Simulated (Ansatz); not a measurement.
Ge (diamond), conventional cell a = b = c = 5.762 Å, α = β = γ = 90.00°. The calculation uses the primitive cell of 2 atoms, to which meshes and values per cell refer.

The volume is varied about the relaxed value V₀ at fixed cell shape. Symmetry pins the atoms to their sites.

Computed with PBE (plane waves to 420 eV, PAW, scalar-relativistic; Ansatz, an electronic-structure program). k mesh 14×14×14 (Γ-centred), Fermi-Dirac smearing 0.05 eV. The energy includes the smearing's −TS. Ge was relaxed with its symmetry unable to fall. The PAW data are Ansatz's earlier set. The zero of ΔE is the relaxed starting cell.

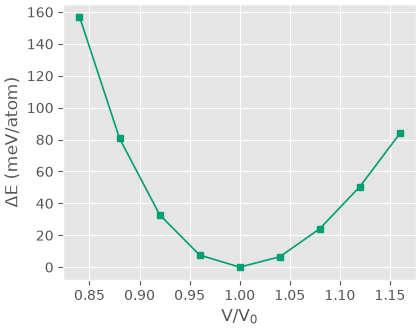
*ΔE (meV/atom) against V/V₀; one marker a computed point.*

Task: What is ΔE at V/V₀ = 0.840?

Result: About 160 meV/atom.

Task: What is ΔE at V/V₀ = 1.160?

Result: About 84 meV/atom.

Task: What bulk modulus B₀ follows from a third-order Birch-Murnaghan fit?

Result: About 59 GPa.

(A scan under strain: stresses follow from slopes of the energy per volume, elastic moduli from its curvatures.)
